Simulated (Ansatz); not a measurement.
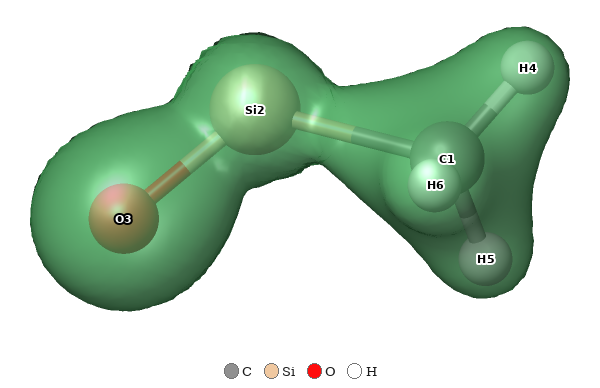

*CH$_{3}$OSi (doublet). Isosurface of the electron density at 0.6 e/Å³ (green), seen at a tilt.*

Geometry: PBE0-D4/def2-TZVP.

All numbers below come from UKS PBE0-D4/def2-TZVPP (Ansatz 0.2.0).

The calculation's input:

```
crystal:
  periodic: [false, false, false]
  atoms:
    - {symbol: C, position_ang: [-0.509495, -0.323172, -0.724186]}
    - {symbol: Si, position_ang: [0.437655, 0.106852, 0.855213]}
    - {symbol: O, position_ang: [1.142103, -0.966276, 1.677803]}
    - {symbol: H, position_ang: [-0.931335, 0.558747, -1.204314]}
    - {symbol: H, position_ang: [-1.304748, -1.021484, -0.450047]}
    - {symbol: H, position_ang: [0.187499, -0.826918, -1.398964]}
basis:
  gaussian: {orbitals: def2-TZVPP}
magnetization: {spin_polarized: true, initial_magnetization: 1}
hamiltonian: {xc: pbe0, dispersion: d4}
output: {orbitals: {seedname: orbitals}}
```

Launched as:

```sh
ansatz run in.yaml --threads 2 --pin off --events-out ev --progress --plain --max-ram 4352MiB
```

Q: What does this surface tell about the bonding?

A: At this value the surface is in one piece. It bridges the sampled Si–O (1.52 Å), C–Si (1.89 Å) and C–H (1.09 Å) contacts, where the density stays above the isovalue. On the grid the lowest density along these lines, outside the cores, is 1.3 e/Å³ (Si–O, 1.52 Å), 0.79 e/Å³ (C–Si, 1.89 Å) and 1.9 e/Å³ (C–H, 1.09 Å).
